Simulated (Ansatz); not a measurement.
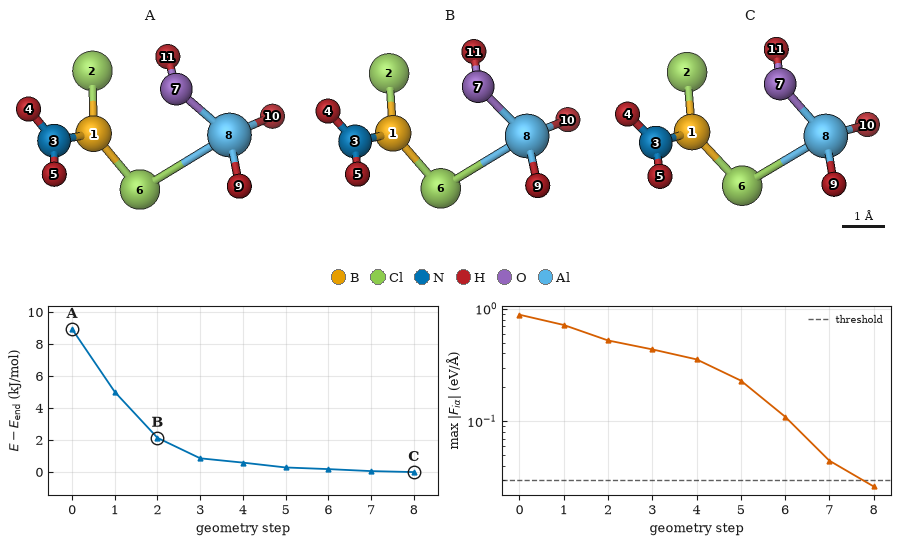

Frames of a relaxation of AlBNH5OCl2, marked on the history of the run. A ball-and-stick model, seen at a tilt.

The run prepares an end point of a later path (reaction) calculation, from a guessed geometry.

Level of theory: RKS B3LYP-D4/def2-SVP in Ansatz.

The input:
```yaml
crystal:
  periodic: [false, false, false]
  atoms:
    - { symbol: B, position_ang: [0.055543, -0.218565, 0.142183] }
    - { symbol: Cl, position_ang: [0.402451, -0.471324, 1.923332] }
    - { symbol: "N", position_ang: [1.08729, -0.29345, -0.781579] }
    - { symbol: H, position_ang: [2.062783, -0.321934, -0.493674] }
    - { symbol: H, position_ang: [0.939293, -0.126218, -1.770916] }
    - { symbol: Cl, position_ang: [-1.670684, -0.12963, -0.376977] }
    - { symbol: O, position_ang: [-0.040859, 2.346012, 0.627925] }
    - { symbol: Al, position_ang: [-1.738614, 2.62602, 0.32305] }
    - { symbol: H, position_ang: [-2.111263, 3.053903, -1.146749] }
    - { symbol: H, position_ang: [-2.74052, 2.749483, 1.569327] }
    - { symbol: H, position_ang: [0.257281, 2.066103, 1.520877] }
basis:
  gaussian: { orbitals: def2-SVP }
hamiltonian:
  xc: b3lyp
  dispersion: d4
relax:
  f_tol: 0.03
  max_steps: 50
output:
  orbitals: {}
```

Launched with:
```bash
ansatz run input.yaml --threads 4 --pin off --max-ram 5120MiB --backend cpu --events-out ev --progress --plain --runs-dir out
```

**Describe the path.**

The largest move after the best rigid fit is that of H11, 0.29 Å. By element the largest moves are H 0.29 Å, O 0.16 Å, Cl 0.14 Å, Al 0.09 Å, B 0.08 Å, N 0.07 Å. Near-neighbour distances that change, for instance: Cl6–Al8 2.844 → 2.703 Å, B1–Cl2 1.832 → 1.766 Å, O7–H11 0.982 → 0.962 Å, Al8–H10 1.604 → 1.584 Å. Among the angles between lasting bonds that change: Cl2–B1–N3 119.9° → 123.1°, N3–B1–Cl6 121.5° → 118.4°, Al8–O7–H11 119.9° → 122.4°. After 8 geometry steps the energy has fallen by 8.95 kJ/mol. Largest force component: 0.88 eV/Å at the start, 0.026 eV/Å at the end. From step 0 to 2: H11 moves most (0.23 Å), energy −6.81 kJ/mol. From step 2 to 8: H atoms move most (0.12 Å), energy −2.14 kJ/mol.

```json
{"step": "0", "E − E(0), kJ/mol": "0.00", "largest force component, eV/Å": "0.8842"}
{"step": "1", "E − E(0), kJ/mol": "-3.93", "largest force component, eV/Å": "0.7169"}
{"step": "2", "E − E(0), kJ/mol": "-6.81", "largest force component, eV/Å": "0.5223"}
{"step": "3", "E − E(0), kJ/mol": "-8.08", "largest force component, eV/Å": "0.4350"}
{"step": "4", "E − E(0), kJ/mol": "-8.35", "largest force component, eV/Å": "0.3546"}
{"step": "5", "E − E(0), kJ/mol": "-8.66", "largest force component, eV/Å": "0.2297"}
{"step": "6", "E − E(0), kJ/mol": "-8.76", "largest force component, eV/Å": "0.1098"}
{"step": "7", "E − E(0), kJ/mol": "-8.88", "largest force component, eV/Å": "0.0446"}
{"step": "8", "E − E(0), kJ/mol": "-8.95", "largest force component, eV/Å": "0.0263"}
```
